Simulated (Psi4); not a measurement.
**Si2H6 (disilane) at M06-2X/aug-cc-pVDZ**

What is the vertical singlet–triplet gap of Si2H6 (disilane) at M06-2X/aug-cc-pVDZ? 

The results are computed with Psi4 1.11.

3 further runs of the same task are left out: 2 that didn't finish, 1 set aside as unsound or not needed. Runs told in other sessions of the task aren't counted.

## (1) The system as given

The species is Si2H6 (8 atoms), meant as a singlet with charge 0. SMILES: `[SiH3][SiH3]`. The coordinates come from a PBE0-D4/def2-TZVP relaxation.

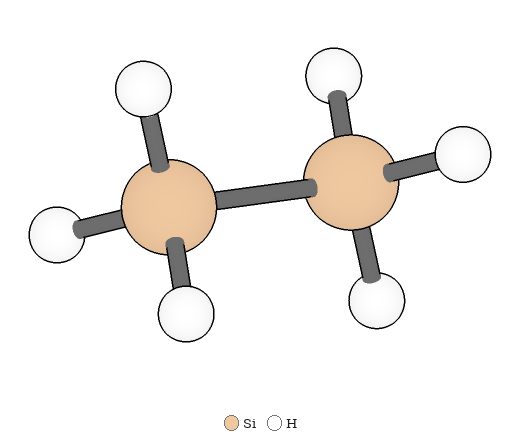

Viewed from a chosen angle; silicon light orange, hydrogen white.

## (2) Energy and gradient at M06-2X/aug-cc-pVDZ

Input file calc.dat:

```
memory 1600 mb

molecule {
  0 1
  Si    -0.340500     0.490200    -1.004900
  Si     0.363500    -0.504400     0.991000
  H      0.833900     0.948200    -1.794900
  H     -1.112900    -0.483900    -1.821900
  H     -1.208000     1.664100    -0.717900
  H      1.139000     0.468600     1.806300
  H      1.228100    -1.680500     0.704000
  H     -0.811000    -0.959200     1.782600
  symmetry c1
}

set globals {
  basis aug-cc-pVDZ
  puream true
  e_convergence 1e-09
  d_convergence 1e-08
  scf_type pk
  dft_radial_points 99
  dft_spherical_points 590
}

e_tot = gradient('m06-2x')
print_variables()
```

Started as:

```console
$ psi4 -n 1 calc.dat calc.out
```

calc.out:

```text
[...]
  Running in c1 symmetry.
[...]
  Nuclear repulsion =   90.773081159957201
[...]
  Multiplicity = 1
[...]
  Nalpha       = 17
  Nbeta        = 17
[...]
    Number of basis functions: 108
[...]
   @RKS iter   1:  -582.46178147299054   -4.66185e-01   1.97994e-03 DIIS/ADIIS
[...]
   @RKS iter   8:  -582.50171813800182   -1.12550e-11   2.20558e-09 DIIS
[...]
    Orbital Energies [Eh]
    ---------------------
    Doubly Occupied:
       1A    -67.025421     2A    -67.025417     3A     -5.557042
       4A     -5.556991     5A     -3.865244     6A     -3.864854
       7A     -3.864853     8A     -3.864800     9A     -3.864800
      10A     -3.864697    11A     -0.646132    12A     -0.578288
      13A     -0.421641    14A     -0.421634    15A     -0.394676
      16A     -0.394668    17A     -0.344198
[...]
  @RKS Final Energy:  -582.50171813800182
   => Energetics <=
    Nuclear Repulsion Energy =             90.7730811599572007
    One-Electron Energy =                -986.5515755281612655
    Two-Electron Energy =                 334.1341204437499073
    DFT Exchange-Correlation Energy =     -20.8573442135477016
    Empirical Dispersion Energy =           0.0000000000000000
    VV10 Nonlocal Energy =                  0.0000000000000000
    Total Energy =                       -582.5017181380018201
[...]
 Multipole Moments:
 ------------------------------------------------------------------------------------
     Multipole            Electronic (a.u.)      Nuclear  (a.u.)        Total (a.u.)
 ------------------------------------------------------------------------------------
 L = 1.  Multiply by 2.5417464519 to convert [e a0] to [Debye]
 Dipole X            :         -0.0001267            0.0000845           -0.0000421
 Dipole Y            :          0.0001291           -0.0000845            0.0000446
 Dipole Z            :          0.0001338           -0.0000845            0.0000492
 Magnitude           :                                                    0.0000787
[...]
  -Total Gradient:
     Atom            X                  Y                   Z
    ------   -----------------  -----------------  -----------------
       1        0.000282266145    -0.000423683720     0.000847379485
       2       -0.000302347623     0.000444896179    -0.000824378005
       3       -0.000944838725    -0.000259005306     0.000451128670
       4        0.000553644388     0.000820469207     0.000474440932
       5        0.000608298817    -0.000830501249    -0.000355276195
       6       -0.000556756156    -0.000829726275    -0.000484946684
       7       -0.000600642471     0.000814767389     0.000354372153
       8        0.000958522597     0.000263414397    -0.000461671217
[...]
```

It took 1.9 min on 1 thread of Intel Xeon Platinum 8375C at 2.90GHz (Ice Lake), shared host; peak memory 0.68 GiB.

## (3) The triplet, same level

Input file job.json:

```json
{
  "schema_name": "qcschema_input",
  "schema_version": 1,
  "molecule": {
    "schema_name": "qcschema_molecule",
    "schema_version": 2,
    "symbols": ["Si", "Si", "H", "H", "H", "H", "H", "H"],
    "geometry": [-0.64345175, 0.92634375, -1.89898578, 0.68691545, -0.95317786, 1.87271859, 1.57584262, 1.79183831, -3.39186942, -2.1030762, -0.91443847, -3.44289203, -2.28278916, 3.14469324, -1.35663438, 2.15239806, 0.88552566, 3.4134123, 2.32077265, -3.17568475, 1.33036719, -1.53256789, -1.8126253, 3.36862579],
    "molecular_charge": 0,
    "molecular_multiplicity": 3,
    "fix_symmetry": "c1"
  },
  "driver": "gradient",
  "model": {
    "method": "m06-2x",
    "basis": "aug-cc-pVDZ"
  },
  "keywords": {
    "reference": "uks",
    "puream": true,
    "e_convergence": 1e-09,
    "d_convergence": 1e-08,
    "scf_type": "pk",
    "dft_radial_points": 99,
    "dft_spherical_points": 590,
    "maxiter": 100,
    "scf_properties": ["WIBERG_LOWDIN_INDICES", "DIPOLE", "MAYER_INDICES"]
  }
}
```

Started as:

```console
$ psi4 --qcschema job.json -n 1 --memory 1600MB
```

stdout, cut to the lines that bear on the results:

```text
[...]
  Running in c1 symmetry.
[...]
  Nuclear repulsion =   90.773081169321117
[...]
  Multiplicity = 3
[...]
  Nalpha       = 18
  Nbeta        = 16
[...]
    Number of basis functions: 108
[...]
   @UKS iter   1:  -582.20710148159856   -2.11505e-01   1.86082e-03 ADIIS/DIIS
[...]
   @UKS iter  21:  -582.24606930275945    2.02022e-10   3.02653e-09 DIIS
[...]
   @S^2 Observed:                2.004031136E+00
[...]
  @UKS Final Energy:  -582.24606930275945
   => Energetics <=
    Nuclear Repulsion Energy =             90.7730811693211166
    One-Electron Energy =                -985.0948800213245704
    Two-Electron Energy =                 332.9036962285148888
    DFT Exchange-Correlation Energy =     -20.8279666792708582
    Empirical Dispersion Energy =           0.0000000000000000
    VV10 Nonlocal Energy =                  0.0000000000000000
    Total Energy =                       -582.2460693027593379
  UHF NO Occupations:
  HONO-2 :   16  A 1.9993714
  HONO-1 :   17  A 1.0000000
[...]
 Multipole Moments:
 ------------------------------------------------------------------------------------
     Multipole            Electronic (a.u.)      Nuclear  (a.u.)        Total (a.u.)
 ------------------------------------------------------------------------------------
 L = 1.  Multiply by 2.5417464519 to convert [e a0] to [Debye]
 Dipole X            :         -0.0001145            0.0000845           -0.0000300
 Dipole Y            :          0.0001206           -0.0000845            0.0000360
 Dipole Z            :          0.0001138           -0.0000845            0.0000292
 Magnitude           :                                                    0.0000552
[...]
  -Total Gradient:
     Atom            X                  Y                   Z
    ------   -----------------  -----------------  -----------------
       1        0.038225024335    -0.054106233122     0.108500985632
       2       -0.038245959359     0.054128725546    -0.108478902066
       3       -0.007590851246     0.002036860304    -0.004589212706
       4        0.000406683135     0.007933695781    -0.004521812572
       5        0.000802630597    -0.000920292260    -0.009024446581
       6       -0.000418844068    -0.007940395690     0.004517873965
       7       -0.000785675007     0.000912157828     0.009021379941
       8        0.007605212943    -0.002043060394     0.004574404335
[...]
```

The result, in JSON:

```text
{
 "driver": "gradient",
 "model": {
  "method": "m06-2x",
  "basis": "aug-cc-pVDZ"
 },
 "success": true,
 "return_result": [0.03822502433546958, -0.05410623312234887, 0.10850098563212576, -0.038245959358511536, 0.05412872554594493, -0.10847890206554117, -0.0075908512456282565, 0.0020368603039294143, -0.0045892127058250395, 0.0004066831348930808, 0.007933695780650535, -0.004521812572436702, 0.0008026305968153111, -0.0009202922598361904, -0.009024446581180515, -0.0004188440682077188, -0.007940395689649993, 0.004517873965189781, -0.0007856750068622811, 0.0009121578284197532, 0.00902137994143974, 0.007605212943157476, -0.002043060394376319, 0.0045744043346379396],
 "properties": {
  "calcinfo_nbasis": 108,
  "calcinfo_nmo": 108,
  "calcinfo_nalpha": 18,
  "calcinfo_nbeta": 16,
  "calcinfo_natom": 8,
  "nuclear_repulsion_energy": 90.77308116932112,
  "return_energy": -582.2460693027595,
  "return_gradient": [0.03822502433546958, -0.05410623312234887, 0.10850098563212576, -0.038245959358511536, 0.05412872554594493, -0.10847890206554117, -0.0075908512456282565, 0.0020368603039294143, -0.0045892127058250395, 0.0004066831348930808, 0.007933695780650535, -0.004521812572436702, 0.0008026305968153111, -0.0009202922598361904, -0.009024446581180515, -0.0004188440682077188, -0.007940395689649993, 0.004517873965189781, -0.0007856750068622811, 0.0009121578284197532, 0.00902137994143974, 0.007605212943157476, -0.002043060394376319, 0.0045744043346379396],
  "scf_one_electron_energy": -985.0948800213246,
  "scf_two_electron_energy": 332.9036962285149,
  "scf_xc_energy": -20.827966679270858,
  "scf_dipole_moment": [-2.999516702223426e-05, 3.601779529627258e-05, 2.9216721947555868e-05],
  "scf_total_energy": -582.2460693027595,
  "scf_total_gradient": [0.03822502433546958, -0.05410623312234887, 0.10850098563212576, -0.038245959358511536, 0.05412872554594493, -0.10847890206554117, -0.0075908512456282565, 0.0020368603039294143, -0.0045892127058250395, 0.0004066831348930808, 0.007933695780650535, -0.004521812572436702, 0.0008026305968153111, -0.0009202922598361904, -0.009024446581180515, -0.0004188440682077188, -0.007940395689649993, 0.004517873965189781, -0.0007856750068622811, 0.0009121578284197532, 0.00902137994143974, 0.007605212943157476, -0.002043060394376319, 0.0045744043346379396],
  "scf_iterations": 21
 }
}
```

It took 3.7 min on 1 thread of Intel Xeon Platinum 8375C at 2.90GHz (Ice Lake), shared host; peak memory 0.68 GiB.

## (4) Results

At M06-2X/aug-cc-pVDZ:

| quantity | value |
| --- | --- |
| singlet: total energy | -582.50172 Eh |
| singlet: dipole moment | 0.00 D |
| singlet: HOMO energy | -9.37 eV |
| singlet: LUMO energy | -0.01 eV |
| singlet: HOMO–LUMO gap | 9.35 eV |
| singlet: largest force on an atom | 0.057 eV/Å |
| triplet: total energy | -582.24607 Eh |
| triplet: dipole moment | 0.00 D |
| triplet: HOMO energy (highest over α and β) | -2.75 eV |
| triplet: ⟨S²⟩ | 2.004 |
| triplet: largest force on an atom | 6.537 eV/Å |
| vertical energy of the triplet above the singlet | 6.957 eV |

In words: At this shape the triplet lies 6.96 eV (671 kJ/mol) above the singlet.
